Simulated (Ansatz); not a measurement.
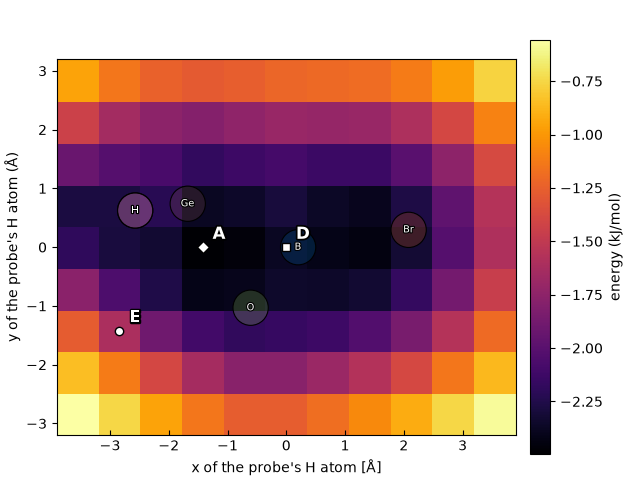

BBrGeH₂O (SMILES Br[B]1[O][GeH2]1) with the probe H2. The probe is moved over a plane parallel to the molecule's main plane, 3.76 Å above it. First axis: x of the probe's H atom. Second axis: y of the probe's H atom. Nothing is relaxed (molecule and probe rigid, the probe upright with H nearest the plane). The grid has 11 × 9 points. Points are written as (first, second). Energies: kJ/mol, counted from molecule and probe far apart, each relaxed in its own basis (no counterpoise correction). Computed with RKS PBE-D4/def2-SVPD (Ansatz 0.2.0).

In the figure: one coloured cell a grid point, labelled circles for the molecule's atoms, projected on the plane, lettered points.

> Is E the lowest point of the computed grid?

No. E lies 0.89 kJ/mol above the lowest grid point, which is at (−1.42 Å, 0.00 Å).

> What kind of point is each of A, D, E: minimum, saddle, maximum or slope?

A: minimum; D: saddle point; E: on a slope. (In these two coordinates alone; a stationary point may lie a little off the grid point.)
